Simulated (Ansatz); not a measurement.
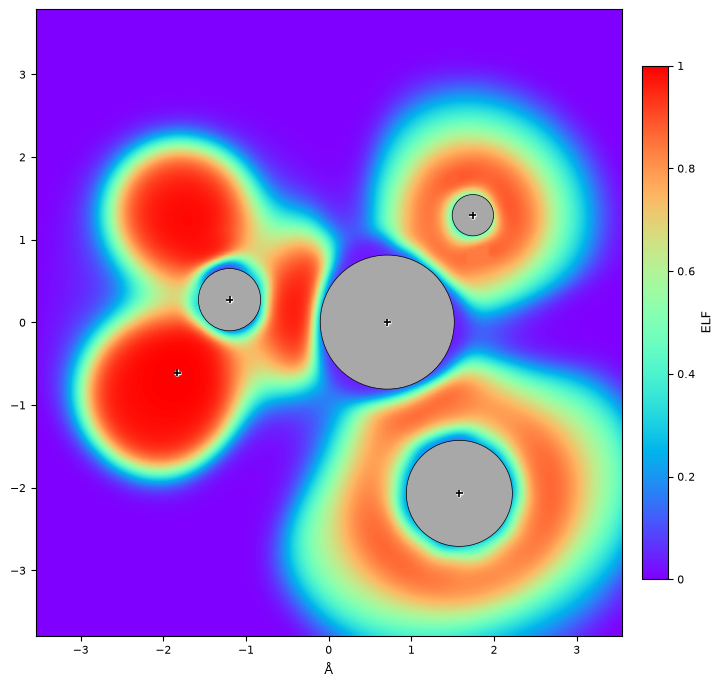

The ELF on a plane through atoms (crosses mark nuclei in the plane; grey discs cover the cores).

These are results of isolated molecule in a Gaussian basis; Kohn-Sham density functional theory, functional PBE0 in Ansatz 0.2.0, not measurements.

Candidates:
A. C2H7OSi (SMILES C[Si+](C)O) (charge +1)
B. CH3AlBrFTe
C. CH2GaN (SMILES [CH-]1[NH][Ga+]1)

Question: Which candidate gave the map?

Answer: Candidate B: CH3AlBrFTe on the plane of atoms C1, Al2 and Br3, which holds C, Al, Br, F and H. Al–F (1.67 Å): the ELF peaks at about 0.85 in the valence shell of F, 0.6 Å from its nucleus, and is about 0.25 at the midpoint. C–Al (1.93 Å): the ELF peaks at about 0.95 between the atoms; a shared but strongly polarised pair.
